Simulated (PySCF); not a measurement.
```xyz
3

Cl   -1.4046   -0.4183   -0.0402
C    -0.0294    0.5945   -0.0606
Cl    1.3838   -0.3648   -0.0618
```

Geometry: PBE0-D3(BJ)/def2-TZVP.

All numbers below come from PySCF, PBE0/aug-cc-pVTZ, SCF density, gas phase.

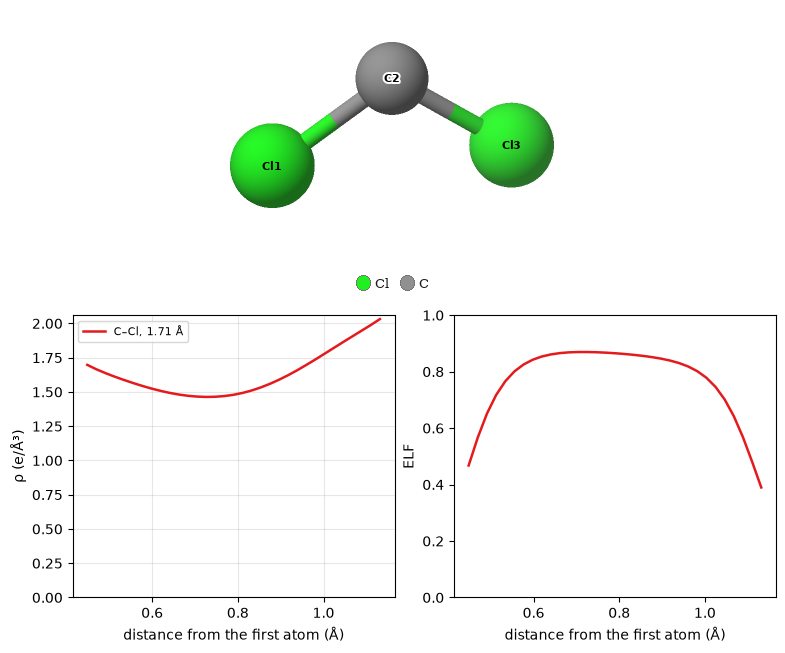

CCl2. Total electron density and ELF along straight lines between neighbouring atoms. The curves leave out the atomic cores. The structure is drawn too.

### What kind of bonding do the profiles show?

C–Cl (1.71 Å): the density is about 1.5 e/Å³ at the midpoint; the ELF peaks at about 0.85 between the atoms: a covalent bond.
